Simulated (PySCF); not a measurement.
# V¹¹⁺, V¹²⁺: ionisation energies in even-tempered 19s11p5d4f

Wanted: the ionisation energy of vanadium, up a ladder of methods.

The numbers are computed with PySCF 2.14.0 (unrestricted determinants in a Gaussian basis, no spin-orbit coupling in the energies), except any that are marked as measured or tabulated.

**1. What is computed**

- Element: vanadium (Z = 23)
- Basis: an even-tempered Gaussian basis (19 s from 0.69 bohr⁻², ratio 2.5; 11 p from 0.9 bohr⁻², ratio 2.5; 5 d from 3.8 bohr⁻², ratio 2.7; 4 f from 5.8 bohr⁻², ratio 2.7)
- Hamiltonian: the spin-free X2C one-electron Hamiltonian (Gaussian nucleus)
- State 1: V¹¹⁺: [Ne] 3s2, closed-shell 1S
- State 2: V¹²⁺: [Ne] 3s1, 2S determinant
- Needed too, but not shown: V¹³⁺ [Ne] (1S)
- Methods: UHF, LDA, PBE, PBE0, r2SCAN, r2SCANh, PW91, MP2
- Core shells frozen in the correlated runs: outer shells: 1s2 (for V¹¹⁺)

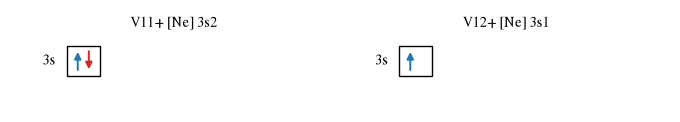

The shells outside the core, filled by Hund's rule for the drawing.

The runs were made by one driver on top of PySCF. The scripts below sum up each run's settings (the driver also hands on starting orbitals that pick excited configurations, and frozen orbitals as a list rather than a count), and the logs come from the driver's own runs. The driver starts from symmetry-adapted Hartree-Fock orbitals, holds the occupation by maximum overlap and uses a logarithmic radial grid for functionals, so a plain start would take other cycles.

The integrals over 105 functions and the set-up took 0.34 s of CPU time.

**2. V¹¹⁺: the ladder of methods**

**UHF**

File input.py:

```python
from pyscf import gto, scf, dft, mp, cc
mol = gto.M(atom="V 0 0 0", charge=11, spin=0, symmetry="D2h",
            basis=gto.etbs([(0, 19, 0.69, 2.5), (1, 11, 0.9, 2.5), (2, 5, 3.8, 2.7), (3, 4, 5.8, 2.7)]),
            nucmod="G")
mf = scf.UHF(mol).sfx2c1e()
mf.irrep_nelec = {'Ag': (3, 3), 'B1u': (1, 1), 'B2u': (1, 1), 'B3u': (1, 1)}
mf.kernel()
```

Log:

```text
damping factor = 0
level_shift factor = 0
DIIS = <class 'pyscf.scf.diis.CDIIS'>
diis_start_cycle = 1
diis_space = 10
diis_damp = 0
SCF conv_tol = 1e-09
SCF conv_tol_grad = None
number electrons alpha = 6  beta = 6
cycle= 1 E= -900.675096124852  delta_E= -1.84e-11  |g|= 1.66e-06  |ddm|= 1.36e-05
converged SCF energy = -900.675096124852  <S^2> = 1.1546319e-14  2S+1 = 1
```

CPU time 4.5 s on a shared host, the integrals not counted.

The occupied shells:

| shell | electrons | mean orbital energy (eV) | spread (eV) | rms radius (bohr) |
| --- | --- | --- | --- | --- |
| 1s | 2 | -5813.8 | 0 | 0.0767 |
| 2s | 2 | -934.91 | 0 | 0.328 |
| 2p | 6 | -824.19 | 0 | 0.299 |
| 3s | 2 | -305.73 | 0 | 0.868 |

⟨S²⟩ = 0.000, ⟨L²⟩ = 0.00.

Spin-orbit constants on these orbitals (cm⁻¹; bare nucleus, screened nucleus, mean field): 2p 41570, 37950, 36380.

**LDA**

Changes to input.py:

```diff
@@ -4,3 +4,3 @@
             nucmod="G")
-mf = scf.UHF(mol).sfx2c1e()
+mf = dft.UKS(mol, xc="LDA,VWN").sfx2c1e()
 mf.irrep_nelec = {'Ag': (3, 3), 'B1u': (1, 1), 'B2u': (1, 1), 'B3u': (1, 1)}
```

Log:

```text
damping factor = 0
level_shift factor = 0
DIIS = <class 'pyscf.scf.diis.CDIIS'>
diis_start_cycle = 1
diis_space = 10
diis_damp = 0
SCF conv_tol = 1e-09
SCF conv_tol_grad = None
number electrons alpha = 6  beta = 6
XC functionals = LDA,VWN
    P. A. M. Dirac.,  Math. Proc. Cambridge Philos. Soc. 26, 376 (1930)
    F. Bloch.,  Z. Phys. 57, 545 (1929)
    S. H. Vosko, L. Wilk, and M. Nusair.,  Can. J. Phys. 58, 1200 (1980)
cycle= 1 E= -898.944602416948  delta_E= -0.013  |g|= 0.049  |ddm|= 0.0639
cycle= 2 E= -898.944643192741  delta_E= -4.08e-05  |g|= 0.0106  |ddm|= 0.00574
cycle= 3 E= -898.944645676699  delta_E= -2.48e-06  |g|= 0.000305  |ddm|= 0.00102
cycle= 4 E= -898.944645678819  delta_E= -2.12e-09  |g|= 6.09e-07  |ddm|= 2.71e-05
cycle= 5 E= -898.944645678819  delta_E= 3.41e-13  |g|= 2.09e-09  |ddm|= 2.85e-08
converged SCF energy = -898.944645678819  <S^2> = 8.8817842e-15  2S+1 = 1
```

It used 0.45 s of CPU time after the integrals (shared host).

**PBE**

Changes to input.py:

```diff
@@ -4,3 +4,3 @@
             nucmod="G")
-mf = dft.UKS(mol, xc="LDA,VWN").sfx2c1e()
+mf = dft.UKS(mol, xc="PBE").sfx2c1e()
 mf.irrep_nelec = {'Ag': (3, 3), 'B1u': (1, 1), 'B2u': (1, 1), 'B3u': (1, 1)}
```

Log:

```text
damping factor = 0
level_shift factor = 0
DIIS = <class 'pyscf.scf.diis.CDIIS'>
diis_start_cycle = 1
diis_space = 10
diis_damp = 0
SCF conv_tol = 1e-09
SCF conv_tol_grad = None
number electrons alpha = 6  beta = 6
XC functionals = PBE
    J. P. Perdew, K. Burke, and M. Ernzerhof.,  Phys. Rev. Lett. 77, 3865 (1996)
    J. P. Perdew, K. Burke, and M. Ernzerhof.,  Phys. Rev. Lett. 78, 1396 (1997)
    J. P. Perdew, K. Burke, and M. Ernzerhof.,  Phys. Rev. Lett. 77, 3865 (1996)
    J. P. Perdew, K. Burke, and M. Ernzerhof.,  Phys. Rev. Lett. 78, 1396 (1997)
cycle= 1 E= -900.972618584429  delta_E= -0.00724  |g|= 0.0134  |ddm|= 0.048
cycle= 2 E= -900.972622481873  delta_E= -3.9e-06  |g|= 0.00301  |ddm|= 0.0033
cycle= 3 E= -900.972622694052  delta_E= -2.12e-07  |g|= 0.0001  |ddm|= 0.000295
cycle= 4 E= -900.972622694232  delta_E= -1.81e-10  |g|= 1.82e-06  |ddm|= 9.81e-06
converged SCF energy = -900.972622694232  <S^2> = 5.3290705e-15  2S+1 = 1
```

CPU time 0.51 s on a shared host, the integrals not counted.

**PBE0**

Changes to input.py:

```diff
@@ -4,3 +4,3 @@
             nucmod="G")
-mf = dft.UKS(mol, xc="PBE").sfx2c1e()
+mf = dft.UKS(mol, xc="PBE0").sfx2c1e()
 mf.irrep_nelec = {'Ag': (3, 3), 'B1u': (1, 1), 'B2u': (1, 1), 'B3u': (1, 1)}
```

Log:

```text
damping factor = 0
level_shift factor = 0
DIIS = <class 'pyscf.scf.diis.CDIIS'>
diis_start_cycle = 1
diis_space = 10
diis_damp = 0
SCF conv_tol = 1e-09
SCF conv_tol_grad = None
number electrons alpha = 6  beta = 6
XC functionals = PBE0
    C. Adamo and V. Barone.,  J. Chem. Phys. 110, 6158 (1999)
    M. Ernzerhof and G. E. Scuseria.,  J. Chem. Phys. 110, 5029 (1999)
cycle= 1 E= -901.015549608531  delta_E= -0.00391  |g|= 0.00986  |ddm|= 0.0405
cycle= 2 E= -901.015551442779  delta_E= -1.83e-06  |g|= 0.00146  |ddm|= 0.00198
cycle= 3 E= -901.015551490484  delta_E= -4.77e-08  |g|= 0.000134  |ddm|= 0.000123
cycle= 4 E= -901.015551490855  delta_E= -3.71e-10  |g|= 1.26e-06  |ddm|= 1.46e-05
converged SCF energy = -901.015551490855  <S^2> = 8.8817842e-15  2S+1 = 1
```

It used 1.1 s of CPU time after the integrals (shared host).

**r2SCAN**

Changes to input.py:

```diff
@@ -4,3 +4,3 @@
             nucmod="G")
-mf = dft.UKS(mol, xc="PBE0").sfx2c1e()
+mf = dft.UKS(mol, xc="R2SCAN").sfx2c1e()
 mf.irrep_nelec = {'Ag': (3, 3), 'B1u': (1, 1), 'B2u': (1, 1), 'B3u': (1, 1)}
```

Log:

```text
damping factor = 0
level_shift factor = 0
DIIS = <class 'pyscf.scf.diis.CDIIS'>
diis_start_cycle = 1
diis_space = 10
diis_damp = 0
SCF conv_tol = 1e-09
SCF conv_tol_grad = None
number electrons alpha = 6  beta = 6
XC functionals = R2SCAN
    J. W. Furness, A. D. Kaplan, J. Ning, J. P. Perdew, and J. Sun.,  J. Phys. Chem. Lett. 11, 8208-8215 (2020)
    J. W. Furness, A. D. Kaplan, J. Ning, J. P. Perdew, and J. Sun.,  J. Phys. Chem. Lett. 11, 9248-9248 (2020)
    J. W. Furness, A. D. Kaplan, J. Ning, J. P. Perdew, and J. Sun.,  J. Phys. Chem. Lett. 11, 8208-8215 (2020)
    J. W. Furness, A. D. Kaplan, J. Ning, J. P. Perdew, and J. Sun.,  J. Phys. Chem. Lett. 11, 9248-9248 (2020)
cycle= 1 E= -901.144793695401  delta_E= -0.00413  |g|= 0.00807  |ddm|= 0.0998
cycle= 2 E= -901.144794745272  delta_E= -1.05e-06  |g|= 0.000517  |ddm|= 0.00393
cycle= 3 E= -901.144794753112  delta_E= -7.84e-09  |g|= 0.000109  |ddm|= 0.00024
cycle= 4 E= -901.144794753381  delta_E= -2.69e-10  |g|= 1.82e-06  |ddm|= 1.19e-05
converged SCF energy = -901.144794753381  <S^2> = 7.1054274e-15  2S+1 = 1
```

CPU time 1.1 s on a shared host, the integrals not counted.

**r2SCANh**

Changes to input.py:

```diff
@@ -4,3 +4,3 @@
             nucmod="G")
-mf = dft.UKS(mol, xc="R2SCAN").sfx2c1e()
+mf = dft.UKS(mol, xc="HYB_MGGA_XC_R2SCANH").sfx2c1e()
 mf.irrep_nelec = {'Ag': (3, 3), 'B1u': (1, 1), 'B2u': (1, 1), 'B3u': (1, 1)}
```

Log:

```text
damping factor = 0
level_shift factor = 0
DIIS = <class 'pyscf.scf.diis.CDIIS'>
diis_start_cycle = 1
diis_space = 10
diis_damp = 0
SCF conv_tol = 1e-09
SCF conv_tol_grad = None
number electrons alpha = 6  beta = 6
XC functionals = HYB_MGGA_XC_R2SCANH
    M. Bursch, H. Neugebauer, S. Ehlert, and S. Grimme.,  J. Chem. Phys. 156, 134105 (2022)
cycle= 1 E= -901.146744186859  delta_E= -0.00336  |g|= 0.00742  |ddm|= 0.0913
cycle= 2 E= -901.146745085833  delta_E= -8.99e-07  |g|= 0.000351  |ddm|= 0.0037
cycle= 3 E= -901.146745090116  delta_E= -4.28e-09  |g|= 6.93e-05  |ddm|= 0.000223
cycle= 4 E= -901.146745090225  delta_E= -1.09e-10  |g|= 2.04e-06  |ddm|= 9.5e-06
converged SCF energy = -901.146745090225  <S^2> = 1.0658141e-14  2S+1 = 1
```

It used 1.7 s of CPU time after the integrals (shared host).

**PW91**

Changes to input.py:

```diff
@@ -4,3 +4,3 @@
             nucmod="G")
-mf = dft.UKS(mol, xc="HYB_MGGA_XC_R2SCANH").sfx2c1e()
+mf = dft.UKS(mol, xc="PW91,PW91").sfx2c1e()
 mf.irrep_nelec = {'Ag': (3, 3), 'B1u': (1, 1), 'B2u': (1, 1), 'B3u': (1, 1)}
```

Log:

```text
damping factor = 0
level_shift factor = 0
DIIS = <class 'pyscf.scf.diis.CDIIS'>
diis_start_cycle = 1
diis_space = 10
diis_damp = 0
SCF conv_tol = 1e-09
SCF conv_tol_grad = None
number electrons alpha = 6  beta = 6
XC functionals = PW91,PW91
    J. P. Perdew. In P. Ziesche and H. Eschrig, editors, Proceedings of the 75. WE-Heraeus-Seminar and 21st Annual International Symposium on Electronic Structure of Solids, 11. Berlin, 1991. Akademie Verlag.
    J. P. Perdew, J. A. Chevary, S. H. Vosko, K. A. Jackson, M. R. Pederson, D. J. Singh, and C. Fiolhais.,  Phys. Rev. B 46, 6671 (1992)
    J. P. Perdew, J. A. Chevary, S. H. Vosko, K. A. Jackson, M. R. Pederson, D. J. Singh, and C. Fiolhais.,  Phys. Rev. B 48, 4978 (1993)
    J. P. Perdew. In P. Ziesche and H. Eschrig, editors, Proceedings of the 75. WE-Heraeus-Seminar and 21st Annual International Symposium on Electronic Structure of Solids, 11. Berlin, 1991. Akademie Verlag.
    J. P. Perdew, J. A. Chevary, S. H. Vosko, K. A. Jackson, M. R. Pederson, D. J. Singh, and C. Fiolhais.,  Phys. Rev. B 46, 6671 (1992)
    J. P. Perdew, J. A. Chevary, S. H. Vosko, K. A. Jackson, M. R. Pederson, D. J. Singh, and C. Fiolhais.,  Phys. Rev. B 48, 4978 (1993)
cycle= 1 E= -901.19914452374  delta_E= -0.00782  |g|= 0.00886  |ddm|= 0.0469
cycle= 2 E= -901.199145849231  delta_E= -1.33e-06  |g|= 0.00148  |ddm|= 0.00318
cycle= 3 E= -901.199145902747  delta_E= -5.35e-08  |g|= 0.000189  |ddm|= 0.000164
cycle= 4 E= -901.199145903504  delta_E= -7.58e-10  |g|= 1.72e-06  |ddm|= 1.71e-05
converged SCF energy = -901.199145903504  <S^2> = 7.9936058e-15  2S+1 = 1
```

It used 0.52 s of CPU time after the integrals (shared host).

**MP2 (outer shells)**

Changes to input.py:

```diff
@@ -4,4 +4,5 @@
             nucmod="G")
-mf = dft.UKS(mol, xc="PW91,PW91").sfx2c1e()
+mf = scf.UHF(mol).sfx2c1e()
 mf.irrep_nelec = {'Ag': (3, 3), 'B1u': (1, 1), 'B2u': (1, 1), 'B3u': (1, 1)}
 mf.kernel()
+mp.UMP2(mf, frozen=1).kernel()
```

No log was kept for this step.

It used 0.76 s of CPU time after the integrals (shared host).

With 10 electrons correlated, the MP2 correlation energy is -0.38544 hartree (-0.09139 same spin, -0.29405 opposite spin); the SCS form gives -0.38332. Largest pairs of shells: 2p-2p -0.2063, 2s-2p -0.0599, 3s-3s -0.0569, 2p-3s -0.0455, 2s-2s -0.0102.

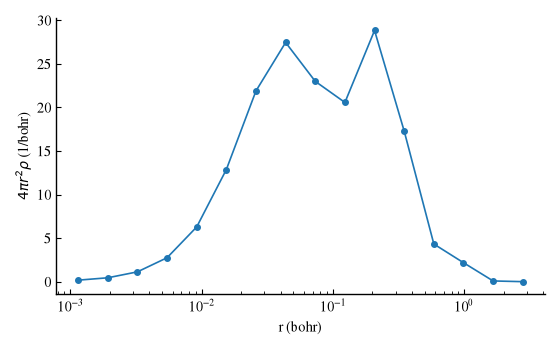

Radial density 4πr²ρ of V¹¹⁺ at UHF, at 16 stored radii joined by straight lines.

(Part 1 of 2 ends here.)
